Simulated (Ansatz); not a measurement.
# Convergence study of the k-point mesh for MgTiF6 (R3, 8 atoms in the cell)

```
CELL_PARAMETERS angstrom
      2.61611     1.51041     4.45784
     -2.61611     1.51041     4.45784
      0.00000    -3.02082     4.45784
ATOMIC_POSITIONS crystal
  Mg 0.50374 0.50374 0.50374
  Ti 0.00000 0.00000 0.00000
  F  0.67162 0.84246 0.24225
  F  0.32838 0.15754 0.75775
  F  0.24225 0.67162 0.84246
  F  0.75775 0.32838 0.15754
  F  0.84246 0.24225 0.67162
  F  0.15754 0.75775 0.32838
```

Method of the run: PBEsol, default PAW files made with PBE (plane waves; Ansatz, an electronic-structure program).

Base settings: basis.ecutwfc = 420 eV; kpoints.mp_grid.grid = 6 6 6; hamiltonian.xc = pbesol; hamiltonian.pseudopotentials = {kind: paw} (the program's default PAW files); scf.occupations.method = fixed.

The second cell is the first with its lattice scaled by 0.98.

Only quantities that move along the ladder and can be compared are tabulated.

The count of work is k-points × plane waves × bands × iterations; it is no time. Core times come from one kind of shared machine, to one figure; runs under 30 s give none.

The starting cell comes from a database of computed structures (which also holds hypothetical and non-ambient phases and stackings), without a prior relaxation at this level. Its lattice was rescaled by up to half a per cent. One atom was moved a little off its site on purpose.

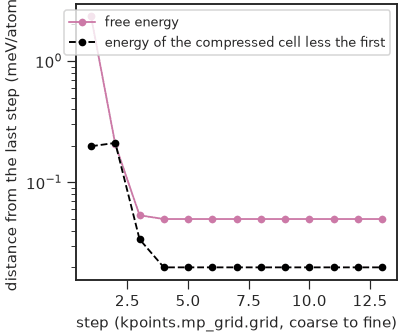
Fig. 1. Distance from the last step along the ladder; very small values are drawn at a floor.

```tsv
kpoints.mp_grid.grid	free energy less the last step's (meV/atom)	energy of the compressed cell less the first (meV/atom)	count of work / last	core time / last (rough)
2 2 2	2.32	14.22	0.0048	–
3 3 3	0.21	13.81	0.0073	–
4 4 4	0.05	13.99	0.017	–
5 5 5	0.00	14.04	0.028	–
6 6 6	0.02	14.01	0.048	–
7 7 7	0.02	14.01	0.073	–
8 8 8	0.01	14.01	0.11	0.1
9 9 9	0.00	14.02	0.15	0.2
10 10 10	0.00	14.03	0.21	0.2
11 11 11	0.01	14.02	0.27	0.3
12 12 12	0.00	14.02	0.36	0.4
14 14 14	0.00	14.02	0.56	0.6
15 15 15	0.00	14.02	0.69	0.8
17 17 17	0.00	14.03	1.0	1
```

Coarsest kpoints.mp_grid.grid that holds the free energy within 2 meV/atom of the last step, with all finer ones: 3 3 3, at 0.0073 of the last step's count of work; the step before is off by 2.3 meV/atom.

The energy difference between the two cells stays within 1 meV/atom of the last step's from 2 2 2 on, the total only from 3 3 3 on: much of the error is common to both cells and cancels.

Keys are those of Ansatz 0.2.
